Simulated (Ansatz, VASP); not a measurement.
**MgGaPSe: VASP beside Ansatz**

Aim: how closely do two programs agree when they are given the same cell, functional and k mesh? The cell is invented: As first built, before any earlier steps moved the atoms: it takes the ZnGaPS structure with some of its atoms replaced by other elements, volume scaled by an estimate. It may not be a known or stable phase. The cell comes out of earlier VASP steps on this material, which relaxed, scaled or displaced it; both programs get it as it stands.

Main program and level: Ansatz 0.2.0; plane waves, with VASP 6.6.1 beside it; relaxation of cell and atoms at PBEsol with D3(BJ).

### Step 1. Starting point

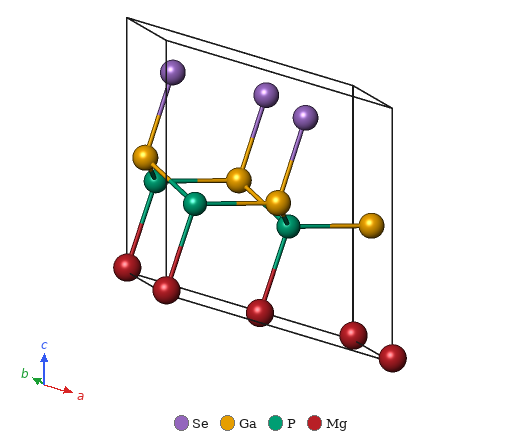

The cell as given, slightly off an axis (selenium purple, gallium orange, phosphorus teal, magnesium red). This picture shows the conventional cell, with its axes. Bonds to atoms that aren't drawn are left out. Some periodic images of atoms are drawn too.

As a file:

```
Se Ga P Mg
1.0
     3.40002   -1.96354    0.00000
     3.40002    1.96354    0.00000
    -2.26467    0.00000    6.68175
Se Ga P Mg
1 1 1 1
Direct
  0.61664 0.61664 0.85981
  0.49507 0.49507 0.49201
  0.12795 0.12795 0.39053
  0.00206 0.00206 0.01677
```

### Step 2. VASP: relaxation of cell and atoms, PBEsol with D3(BJ)

The relaxed volume is the usual yardstick between codes: its relative difference is about their pressure difference at one cell divided by the bulk modulus.

Lines of VASP's logs that name or quote its potential files are left out, and so is its time.

INCAR reads:

```
SYSTEM = MgGaPSe
PREC = Accurate
ENCUT = 400
EDIFF = 1E-06
NELM = 100
ISMEAR = -1
SIGMA = 0.05
LREAL = .FALSE.
ALGO = Normal
GGA = PS
IVDW = 12
NBANDS = 19
LORBIT = 11
LWAVE = .FALSE.
LCHARG = .FALSE.
KPAR = 2
IBRION = 2
NSW = 60
ISIF = 3
EDIFFG = -0.01
```

POSCAR reads:

```
MgGaPSe
1.0
    3.4000219300     -1.9635369800      0.0000000000
    3.4000219300      1.9635369800      0.0000000000
   -2.2646661300      0.0000000000      6.6817502600
Se Ga P Mg
1 1 1 1
Direct
    0.6166443130      0.6166443130      0.8598090960
    0.4950732980      0.4950732980      0.4920132840
    0.1279492670      0.1279492670      0.3905250770
    0.0020559700      0.0020559700      0.0167665430
```

KPOINTS reads:

```
Automatic mesh
0
Gamma
7 7 4
0 0 0
```

The projector-augmented-wave data sets are Se, Ga_d, P and Mg (PBE family, release 64).

Command:

```console
mpirun -np 2 vasp_std
```

Numbers of over 12 decimals in the logs are rounded to 6 here.

What it wrote:

```text
[banner, memory and clock lines left out]
running    2 mpi-ranks, on    1 nodes
 distrk:  each k-point on    1 cores,    2 groups
 distr:  one band on    1 cores,    1 groups

 POSCAR found type information on POSCAR SeGaP Mg
 POSCAR found :  4 types and       4 ions
|                                                                             |
|               ----> ADVICE to this user running VASP <----                  |
|                                                                             |
|     You enforced a specific xc type in the INCAR file but a different       |
|     [... a line on the potential file left out ...]
|     I HOPE YOU KNOW WHAT YOU ARE DOING!                                     |
|                                                                             |

 LDA part: xc-table for (Slater+PW92), standard interpolation
 POSCAR, INCAR and KPOINTS ok, starting setup
 FFT: planning ... GRIDC
 FFT: planning ... GRID_SOFT
 FFT: planning ... GRID
 WAVECAR not read
 entering main loop
       N       E                     dE             d eps       ncg     rms          rms(c)
DAV:   1     0.137717506403E+03    0.13772E+03   -0.10410E+04  2294   0.130E+03
DAV:   2    -0.327852100663E+01   -0.14100E+03   -0.13579E+03  2594   0.291E+02
DAV:   3    -0.177155422397E+02   -0.14437E+02   -0.14321E+02  2649   0.879E+01
DAV:   4    -0.181365604651E+02   -0.42102E+00   -0.42022E+00  3125   0.158E+01
DAV:   5    -0.181437044729E+02   -0.71440E-02   -0.71418E-02  2689   0.183E+00    0.507E+00
DAV:   6    -0.175547419464E+02    0.58896E+00   -0.10632E+00  3507   0.169E+01    0.322E+00
DAV:   7    -0.174720636589E+02    0.82678E-01   -0.43906E-01  2671   0.354E+00    0.128E+00
DAV:   8    -0.174698965344E+02    0.21671E-02   -0.28059E-02  2804   0.210E+00    0.259E-01
DAV:   9    -0.174702182779E+02   -0.32174E-03   -0.29062E-03  3179   0.785E-01    0.126E-01
DAV:  10    -0.174702444713E+02   -0.26193E-04   -0.30796E-04  2660   0.122E-01    0.638E-02
DAV:  11    -0.174703143180E+02   -0.69847E-04   -0.65018E-05  2550   0.691E-02    0.248E-02
DAV:  12    -0.174703205911E+02   -0.62731E-05   -0.11046E-05  2734   0.237E-02    0.824E-03
DAV:  13    -0.174703207373E+02   -0.14613E-06   -0.20755E-06  2287   0.101E-02
   1 F= -.18580352E+02 E0= -.18580352E+02  d E =-.185804E+02
[...]
2 F= -.18580554E+02 E0= -.18580554E+02  d E =-.201898E-03
[...]
3 F= -.18580560E+02 E0= -.18580560E+02  d E =-.208350E-03
[...]
4 F= -.18580662E+02 E0= -.18580662E+02  d E =-.101392E-03
[...]
5 F= -.18580664E+02 E0= -.18580664E+02  d E =-.103491E-03
[...]
6 F= -.18580665E+02 E0= -.18580665E+02  d E =-.104603E-03
 curvature:  -0.74 expect dE=-0.376E-04 dE for cont linesearch -0.970E-07
 trial: gam=-0.06549 g(F)=  0.257E-04 g(S)=  0.253E-04 ort =-0.797E-05 (trialstep = 0.853E+00)
 search vector abs. value=  0.541E-04
 bond charge predicted
       N       E                     dE             d eps       ncg     rms          rms(c)
DAV:   1    -0.174697209307E+02   -0.65894E-03   -0.26150E-03  3210   0.506E-01    0.498E-02
DAV:   2    -0.174696761865E+02    0.44744E-04   -0.19222E-04  3075   0.198E-01    0.239E-02
DAV:   3    -0.174696589047E+02    0.17282E-04   -0.33048E-05  3269   0.666E-02    0.717E-03
DAV:   4    -0.174696576743E+02    0.12304E-05   -0.59335E-06  2375   0.203E-02    0.245E-03
DAV:   5    -0.174696574310E+02    0.24334E-06   -0.41167E-07  1221   0.610E-03
   7 F= -.18580688E+02 E0= -.18580688E+02  d E =-.236426E-04
 trial-energy change:   -0.000024  1 .order   -0.000023   -0.000044   -0.000002
 step:   0.8917(harm=  0.8917)  dis= 0.00073  next Energy=   -18.580688 (dE=-0.230E-04)
 reached required accuracy - stopping structural energy minimisation
```

Parts of OUTCAR (step 2):

```text
ion  position               nearest neighbor table
   1  0.617  0.617  0.860-   2 2.46   4 2.50   4 2.50   4 2.50
   2  0.495  0.495  0.492-   3 2.37   3 2.37   3 2.37   1 2.46
   3  0.128  0.128  0.391-   2 2.37   2 2.37   2 2.37   4 2.50
   4  0.002  0.002  0.017-   1 2.50   3 2.50   1 2.50   1 2.50

  LATTYP: Found a base centered monoclinic cell.
 ALAT       =     6.8000438600
 B/A-ratio  =     0.5775071515
 C/A-ratio  =     1.0375086727
 COS(beta)  =    -0.3209968239

 Subroutine GETGRP returns: Found  2 space group operations
 (whereof  2 operations were pure point group operations)

The static configuration has the point symmetry C_1h.

 Found     60 irreducible k-points:

   k-points           NKPTS =     60   k-points in BZ     NKDIM =     60   number of bands    NBANDS=     19

   dimension x,y,z NGX =    28 NGY =   28 NGZ =   48
   dimension x,y,z NGXF=    56 NGYF=   56 NGZF=   96

   ENCUT  =  400.0 eV  29.40 Ry    5.42 a.u.   6.40  6.40 11.51*2*pi/ulx,y,z

   NELECT =      26.0000    total number of electrons

 k-points in reciprocal lattice and weights: Automatic mesh
   0.00000000  0.00000000  0.00000000       0.005
   0.14285714 -0.00000000 -0.00000000       0.020
   0.28571429  0.00000000 -0.00000000       0.020
   0.42857143 -0.00000000 -0.00000000       0.020
   0.14285714  0.14285714 -0.00000000       0.010
   0.28571429  0.14285714 -0.00000000       0.020
   0.42857143  0.14285714 -0.00000000       0.020
  -0.42857143  0.14285714  0.00000000       0.020
  -0.28571429  0.14285714  0.00000000       0.020
[...]
0.42857143  0.42857143  0.50000000       0.010
  -0.42857143  0.42857143  0.50000000       0.010

 Edisp (eV)   -1.11160

 average (electrostatic) potential at core
       1 -54.1478       2 -66.6216       3 -84.4432       4 -37.3920

 E-fermi :   3.6360

 k-point     1 :       0.0000    0.0000    0.0000
  band No.  band energies     occupation
    ...
      9       2.0276      2.00000
     10       2.0280      2.00000
     11       2.6312      2.00000
     12       2.8331      2.00000
     13       2.8337      2.00000
     14       4.3734      0.00000
     15       5.9693      0.00000
     16       7.4794      0.00000
     17       7.4803      0.00000
     18       8.0240      0.00000
    ...

 k-point     2 :       0.1429   -0.0000   -0.0000
  band No.  band energies     occupation
    ...
      9       0.9152      2.00000
     10       1.5051      2.00000
     11       1.8210      2.00000
     12       2.4925      2.00000
     13       2.5147      2.00000
     14       5.5360      0.00000
     15       6.5694      0.00000
     16       7.5386      0.00000
     17       8.1690      0.00000
     18       8.3622      0.00000
    ...

 k-point     3 :       0.2857    0.0000   -0.0000
  band No.  band energies     occupation
    ...
      9      -0.5168      2.00000
     10       0.0514      2.00000
     11       1.3965      2.00000
     12       1.9944      2.00000
     13       2.0091      2.00000
     14       5.6697      0.00000
     15       7.0728      0.00000
     16       7.4385      0.00000
     17       8.8355      0.00000
     18       9.3663      0.00000
    ...

 Edisp (eV)   -1.11103

  Total      -0.00265    -0.00745     0.00066     0.00000     0.00000     0.00137
  in kB      -0.04769    -0.13390     0.01183     0.00000     0.00000     0.02461
  external pressure =       -0.06 kB  Pullay stress =        0.00 kB

  energy-cutoff  :      400.00
  volume of cell :       89.13
      direct lattice vectors                 reciprocal lattice vectors
     3.395790493 -1.960567136  0.000274666     0.147237098 -0.255028247  0.049740471
     3.395790493  1.960567136  0.000274666     0.147237098  0.255028247  0.049740471
    -2.261312742  0.000000000  6.693726781    -0.000012083  0.000000000  0.149389527

 POSITION                                       TOTAL-FORCE (eV/Angst)
 -----------------------------------------------------------------------------------
      2.24352      0.00000      5.75205         0.001099      0.000000     -0.001721
      2.24933      0.00000      3.29934         0.001008      0.000000     -0.003221
     -0.01437      0.00000      2.61207        -0.004132      0.000000     -0.001348
     -0.02313      0.00000      0.11225         0.002025      0.000000      0.006290
 -----------------------------------------------------------------------------------
    total drift:                                0.000714      0.000000      0.000936

  FREE ENERGIE OF THE ION-ELECTRON SYSTEM (eV)
  ---------------------------------------------------
  free  energy   TOTEN  =       -18.5806883700 eV

  energy  without entropy=      -18.5806883630  energy(sigma->0) =      -18.58068837

 reached required accuracy - stopping structural energy minimisation

 total charge
# of ion       s       p       d       tot
------------------------------------------
    1        1.436   2.521   0.018   3.975
    2        0.862   0.792  10.014  11.668
    3        1.017   1.512   0.000   2.529
    4        0.185   0.164   0.038   0.386
--------------------------------------------------
tot          3.499   4.989  10.070  18.558

[... 3 further parts left out ...]
```

(Part 1 of 2 ends here.)

[Lines on the potential files, build, host, timing and source positions are cut from VASP's logs without a mark.]

[Logs are printed without paths, hosts, clocks, repeated set-up lines and the standing remarks that a program may print on its own settings, such as how far it seeks lower states.]

[Hosts, paths, dates, database ids (printed as entryN), source tags and the programs' standing remarks are cut or masked in the printed files.]
